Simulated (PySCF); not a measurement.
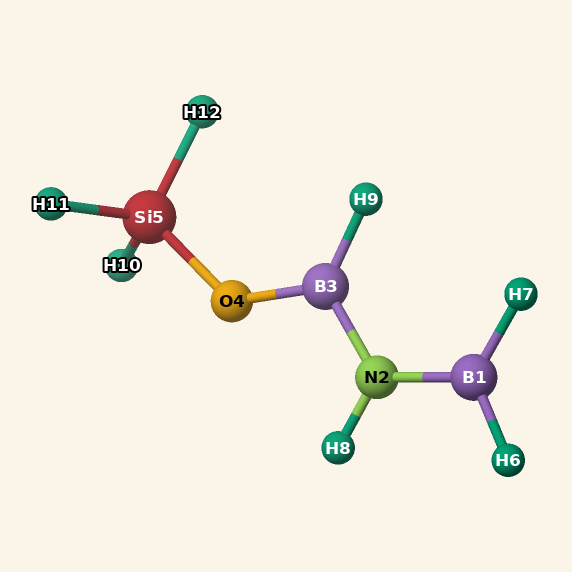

The computed structure is the end point of a PBE0-D3(BJ)/def2-SVP optimisation. No frequency run is at hand to confirm it as a minimum. Electric field gradients from the ground-state density, PBE0/cc-pVDZ (PySCF 2.14.0), non-relativistic apart from any core potentials.

Give the largest field-gradient component, the quadrupole coupling constant and the asymmetry for 11B at B1 (Q = 40.59 mb), 14N at N2 (Q = 20.44 mb), 11B at B3 (Q = 40.59 mb), 17O at O4 (Q = −25.6 mb).

```
atom  V_zz (a.u.)  e²qQ/h (MHz)     η
  B1        0.417          3.97  0.09
  N2        0.323          1.55  0.12
  B3        0.333          3.17  0.35
  O4        0.893         −5.37  0.41
```
